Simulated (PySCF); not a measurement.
**Excited-state calculation, with input and output: GaNH6**

- system: GaNH6 (Ga(NH3)H3)
- method: TDA (r2SCAN)/aug-pc-1, RKS (PySCF 2.14.0)

The geometry comes from this level: GFN2-xTB.

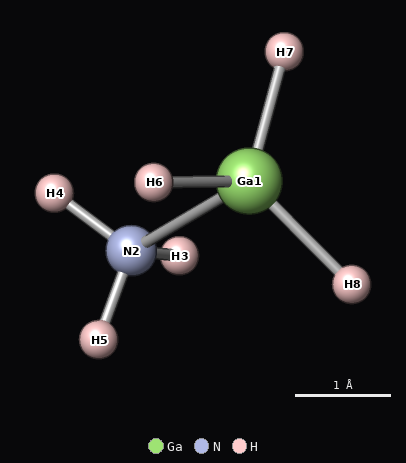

The structure (ball-and-stick view, seen at a tilt; atoms are numbered from 1 in the order of the input). Sticks mark near contacts.

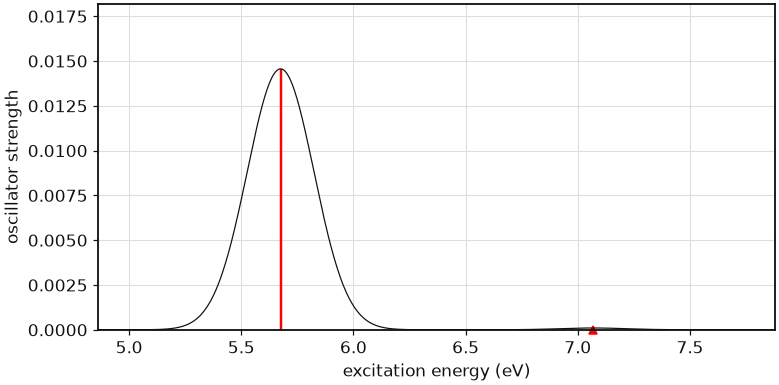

Computed excitations as sticks (degenerate states added up, dark ones marked on the axis), with a Gaussian envelope of 0.35 eV full width at half maximum, scaled to the tallest. Of the 3 states the lowest lies at 5.68 eV (f = 0.007); the strongest line is at 5.68 eV, or 218 nm (f = 0.015, summed over 2 states that lie within 0.004 eV).

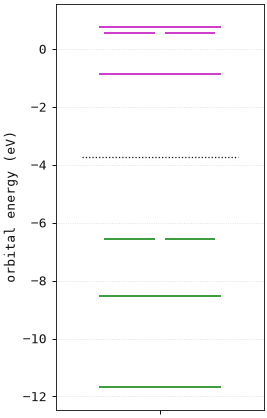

Orbital energies near the frontier; the dotted line parts filled from empty levels, and levels within 0.02 eV of each other stand side by side. Highest filled −6.56 eV, lowest empty −0.86 eV, 5.70 eV apart.

The input that produced these results follows, with the program's output.

### Input (run.py)
```python
from pyscf import gto, dft, tdscf

system = gto.M(
    atom='''
Ga  -0.002640   0.004230  -1.101770
N    0.001700  -0.003350   1.015520
H   -0.949110   0.025710   1.384890
H    0.505890   0.803820   1.383800
H    0.452430  -0.845160   1.375310
H    1.507420  -0.023600  -1.354800
H   -0.733360   1.327550  -1.347660
H   -0.782330  -1.289210  -1.355290
''',
    basis='aug-pc-1',
    verbose=4,
    max_memory=1860,
    charge=0,
)

mf = dft.RKS(system)
mf.xc = 'r2scan'
mf.conv_tol = 1e-10
mf.grids.level = 4
mf.kernel()
if not mf.converged:
    mf = mf.newton().run(mf.mo_coeff, mf.mo_occ)

e_tot = mf.e_tot
print('E = %.10f Eh' % e_tot)

td = mf.TDA()
td.nstates = 3
td.kernel()
td.analyze()
roots = td.e * 27.211386
osc = td.oscillator_strength()
print('state   eV      nm      f')
for i, (w, f) in enumerate(zip(roots, osc), 1):
    print('%3d %9.4f %8.1f %9.5f' % (i, w, 1239.842 / w, f))
```

Launched with:
```bash
OMP_NUM_THREADS=1 python run.py
```

### The program's output
```
PySCF version 2.14.0

[INPUT] num. atoms = 8
[INPUT] num. electrons = 44
[INPUT] charge = 0
[INPUT] spin (= nelec alpha-beta = 2S) = 0
[INPUT] symmetry False subgroup None
[INPUT] Mole.unit = angstrom
[INPUT] Symbol           X                Y                Z      unit          X                Y                Z       unit  Magmom
[INPUT]  1 Ga    -0.002640000000   0.004230000000  -1.101770000000 AA   -0.004988876969   0.007993541507  -2.082043552262 Bohr   0.0
[INPUT]  2 N      0.001700000000  -0.003350000000   1.015520000000 AA    0.003212534412  -0.006330582517   1.919054674018 Bohr   0.0
[INPUT]  3 H     -0.949110000000   0.025710000000   1.384890000000 AA   -1.793557962086   0.048584858663   2.617062812649 Bohr   0.0
[INPUT]  4 H      0.505890000000   0.803820000000   1.383800000000 AA    0.955993549156   1.518999653448   2.615003011173 Bohr   0.0
[INPUT]  5 H      0.452430000000  -0.845160000000   1.375310000000 AA    0.854968790537  -1.597120931437   2.598959236376 Bohr   0.0
[INPUT]  6 H      1.507420000000  -0.023600000000  -1.354800000000 AA    2.848610954692  -0.044597536540  -2.560200953561 Bohr   0.0
[INPUT]  7 H     -0.733360000000   1.327550000000  -1.347660000000 AA   -1.385849550711   2.508705916666  -2.546708309031 Bohr   0.0
[INPUT]  8 H     -0.782330000000  -1.289210000000  -1.355290000000 AA   -1.478389439031  -2.436253817051  -2.561126919362 Bohr   0.0

nuclear repulsion = 122.766237106313
number of shells = 18
number of NR pGTOs = 185
number of NR cGTOs = 113
basis = aug-pc-1
ecp = {}

******** <class 'pyscf.dft.rks.RKS'> ********
method = RKS
initial guess = minao
damping factor = 0
level_shift factor = 0
DIIS = <class 'pyscf.scf.diis.CDIIS'>
diis_start_cycle = 1
diis_space = 8
diis_damp = 0
SCF conv_tol = 1e-10
SCF conv_tol_grad = None
SCF max_cycles = 50
direct_scf = True
direct_scf_tol = 1e-13
XC library pyscf.dft.libxc version 7.0.0
    S. Lehtola, C. Steigemann, M. J.T. Oliveira, and M. A.L. Marques.,  SoftwareX 7, 1–5 (2018)
XC functionals = r2scan
    J. W. Furness, A. D. Kaplan, J. Ning, J. P. Perdew, and J. Sun.,  J. Phys. Chem. Lett. 11, 8208-8215 (2020)
    J. W. Furness, A. D. Kaplan, J. Ning, J. P. Perdew, and J. Sun.,  J. Phys. Chem. Lett. 11, 9248-9248 (2020)
    J. W. Furness, A. D. Kaplan, J. Ning, J. P. Perdew, and J. Sun.,  J. Phys. Chem. Lett. 11, 8208-8215 (2020)
    J. W. Furness, A. D. Kaplan, J. Ning, J. P. Perdew, and J. Sun.,  J. Phys. Chem. Lett. 11, 9248-9248 (2020)
radial grids:
    Treutler-Ahlrichs [JCP 102, 346 (1995); DOI:10.1063/1.469408] (M4) radial grids

becke partition: Becke, JCP 88, 2547 (1988); DOI:10.1063/1.454033
pruning grids: <function nwchem_prune>
grids dens level: 4
symmetrized grids: False
atomic radii adjust function: <function treutler_atomic_radii_adjust>
small_rho_cutoff = 0
Set gradient conv threshold to 1e-05
Initial guess from minao.
tot grids = 152504
init E= -1982.42058346414
  HOMO = -0.321339721084283  LUMO = -0.0468247210643895  gap/eV = 7.46993
cycle= 1 E= -1983.04577633025  delta_E= -0.625  |g|= 0.339  |ddm|= 2.95
  HOMO = -0.213456627193568  LUMO = -0.0293163541439587  gap/eV = 5.01071
cycle= 2 E= -1983.0512483798  delta_E= -0.00547  |g|= 0.34  |ddm|= 1.02
  HOMO = -0.230772474732607  LUMO = -0.0354800890266103  gap/eV = 5.31418
cycle= 3 E= -1983.07377323148  delta_E= -0.0225  |g|= 0.0932  |ddm|= 0.435
  HOMO = -0.239194726899054  LUMO = -0.0313617457208717  gap/eV = 5.65542
cycle= 4 E= -1983.0758903489  delta_E= -0.00212  |g|= 0.00883  |ddm|= 0.121
  HOMO = -0.241571172436752  LUMO = -0.0317715185907366  gap/eV = 5.70894
cycle= 5 E= -1983.07591012182  delta_E= -1.98e-05  |g|= 0.00264  |ddm|= 0.0273
  HOMO = -0.241168429055612  LUMO = -0.0317790392705288  gap/eV = 5.69778
cycle= 6 E= -1983.07591225239  delta_E= -2.13e-06  |g|= 0.000339  |ddm|= 0.00548
  HOMO = -0.241181362461123  LUMO = -0.031751693361902  gap/eV = 5.69887
cycle= 7 E= -1983.07591229112  delta_E= -3.87e-08  |g|= 3.8e-05  |ddm|= 0.000718
  HOMO = -0.241195207080604  LUMO = -0.0317559044620914  gap/eV = 5.69913
cycle= 8 E= -1983.07591229181  delta_E= -6.88e-10  |g|= 1.11e-05  |ddm|= 0.000192
  HOMO = -0.241196736711369  LUMO = -0.0317557461813127  gap/eV = 5.69918
cycle= 9 E= -1983.07591229186  delta_E= -5.18e-11  |g|= 2.13e-06  |ddm|= 3.52e-05
  HOMO = -0.241196447835209  LUMO = -0.0317558733659635  gap/eV = 5.69917
Extra cycle  E= -1983.07591229187  delta_E= -7.28e-12  |g|= 1.36e-06  |ddm|= 1.06e-05
converged SCF energy = -1983.07591229187
E = -1983.0759122919 Eh

******** <class 'pyscf.tdscf.rks.TDA'> for <class 'pyscf.dft.rks.RKS'> ********
nstates = 3 singlet
deg_eia_thresh = 1.000e-03
wfnsym = None
conv_tol = 1e-05
eigh lindep = 1e-12
eigh level_shift = 0
eigh max_cycle = 100

Excitation energies (eV)
[5.67456455 5.67584596 7.06782306]

** Singlet excitation energies and oscillator strengths **
      22 -> 23       -0.70667
      21 -> 23        0.70667
      21 -> 24       -0.16656
      21 -> 25        0.36148
      22 -> 24        0.54521
      22 -> 25        0.19037

** Transition electric dipole moments (AU) **
state          X           Y           Z        Dip. S.      Osc.
  1         0.2288     -0.0001      0.0000      0.0524      0.0073
  2         0.0000     -0.2288     -0.0003      0.0523      0.0073
  3        -0.0213     -0.0104      0.0029      0.0006      0.0001

** Transition velocity dipole moments (imaginary part, AU) **
state          X           Y           Z        Dip. S.      Osc.
  1         0.0299     -0.0000      0.0000      0.0009      0.0029
  2        -0.0000     -0.0299     -0.0000      0.0009      0.0029
  3        -0.0158     -0.0066      0.0022      0.0003      0.0008

** Transition magnetic dipole moments (imaginary part, AU) **
state          X           Y           Z
  1         0.0001      0.8307      0.0028
  2         0.8305     -0.0001     -0.0014
  3        -0.0029      0.0143     -0.0128
state   eV      nm      f
  1    5.6746    218.5   0.00728
  2    5.6758    218.4   0.00728
  3    7.0678    175.4   0.00010
```

### Key numbers

```tsv
quantity	value
outcome	converged
total energy	−1983.075912 hartree
basis functions	113
HOMO	−6.56 eV
LUMO	−0.86 eV
dipole moment	5.10 D
lowest excitation	5.67 eV
hardware	1 thread of Arm Neoverse V2, 24 GiB of memory available, shared host
wall time	7.6 min
peak memory	0.93 GiB
```
